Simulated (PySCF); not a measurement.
## Electronic structure of C3H9ClSSi2 in real space

The calculation's input:

```
{"job": {"kind": "nmr", "xc": "PBE0", "basis": "pcSseg-1"}, "charge": 0, "multiplicity": 1}
C     -2.776706     0.497135     1.406856
C     -2.308444    -0.220214     0.397653
Si    -0.807850     0.241035    -0.638082
C      0.429297    -1.203874    -0.490310
S      1.927631    -0.967193    -1.520280
Si     3.051651     0.495473    -0.441669
Cl     2.821073     0.244117     1.544429
H     -2.308568     1.419433     1.709944
H     -3.644551     0.203096     1.977726
H     -2.826262    -1.137084     0.139908
H     -1.162536     0.400147    -2.051612
H     -0.179756     1.464348    -0.124689
H      0.759676    -1.372263     0.532784
H     -0.002242    -2.132356    -0.858522
H      2.592756     1.837288    -0.772084
H      4.427232     0.239856    -0.823464
```

Launched as:

```sh
OMP_NUM_THREADS=1 python probes_run.py task.json out
```

Geometry: GFN2-xTB.

The calculation used PBE0/pcSseg-1, SCF density, gas phase, non-relativistic in PySCF 2.14.0.

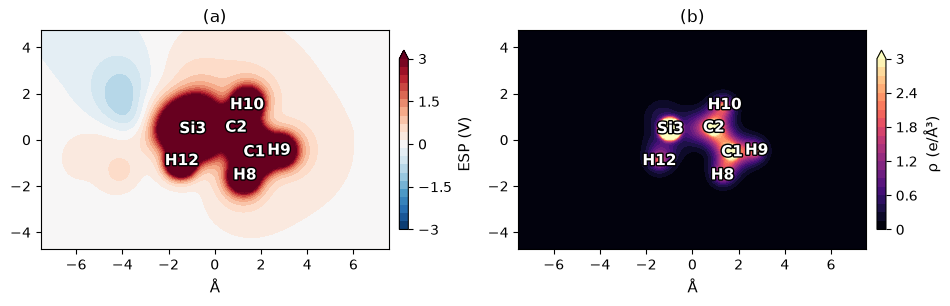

Figure 1. (a) electrostatic potential; (b) total electron density on the plane of atoms C2, C1 and H8.

What does the map show?

The section cuts through C, Si and H sites.
C–C (1.32 Å): the density is about 2.3 e/Å³ at the midpoint.
C–Si (1.88 Å): ρ is about 0.94 e/Å³ halfway.
C–H (1.08 Å): ρ at the midpoint is about 2 e/Å³.
Si–H (1.47 Å): ρ at the midpoint is about 0.81 e/Å³.
Outside the dense part of the molecule the potential is most negative (−1.0 V) near S5, which lies off the plane.

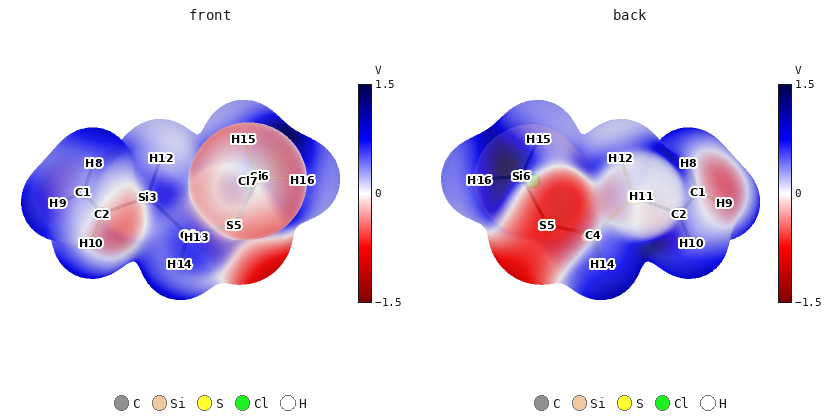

Figure 2. The electrostatic potential painted on the density surface at 0.002 e/bohr³, seen from the front and from behind; red is negative and blue positive.

Which sites attract a positive test charge, and which a negative one?

A positive charge is drawn to the negative regions and a negative charge to the positive ones. The most negative region (about −0.9 V) lies over S5, the most positive (about +1.4 V) over Si6.

How polar is the molecule by this calculation?

Its dipole moment is 1.30 D.
